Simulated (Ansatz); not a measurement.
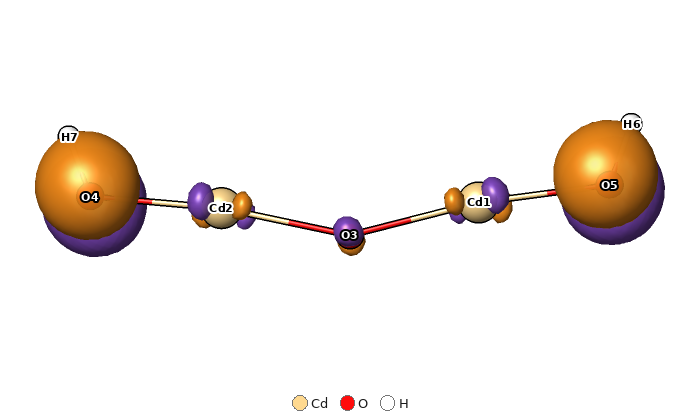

The picture shows: Cd₂H₂O₃ (charge +1, doublet). The HOMO (α) at ±0.15 Å⁻³ᐟ² (orange and purple are the two phases), seen at a tilt.

Geometry: r2SCAN-D4/def2-SVP; core potentials replace the inner electrons of Cd.

Method: UKS PBE0-D4/def2-TZVP in Ansatz.

Input file:

```
crystal:
  periodic: [false, false, false]
  atoms:
    - {symbol: Cd, position_ang: [-1.714900, 0.776752, -0.450011]}
    - {symbol: Cd, position_ang: [1.484312, -1.240797, 0.062154]}
    - {symbol: O, position_ang: [-0.277621, -0.558442, -0.465815]}
    - {symbol: O, position_ang: [3.194835, -2.111469, 0.454719]}
    - {symbol: O, position_ang: [-3.268703, 1.963230, -0.577087]}
    - {symbol: H, position_ang: [-3.208821, 2.793845, -0.073242]}
    - {symbol: H, position_ang: [3.790909, -1.623110, 1.049292]}
basis:
  gaussian: {orbitals: def2-TZVP, initial_orbitals: start.molden}
total_charge: 1
magnetization: {spin_polarized: true, initial_magnetization: 1}
hamiltonian: {xc: pbe0, dispersion: d4}
scf: {omitted_lower_state_checks: [starts]}
output: {orbitals: {seedname: orbitals}}
```

Command:

```sh
ansatz run in.yaml --threads 4 --pin off --events-out ev --progress --plain --max-ram 3916MiB
```

### Describe this orbital and give its energy.

It lies mainly on O4 (about 40 %) and O5 (about 40 %); it changes sign across the molecular plane (π type). Its energy is −13.33 eV.
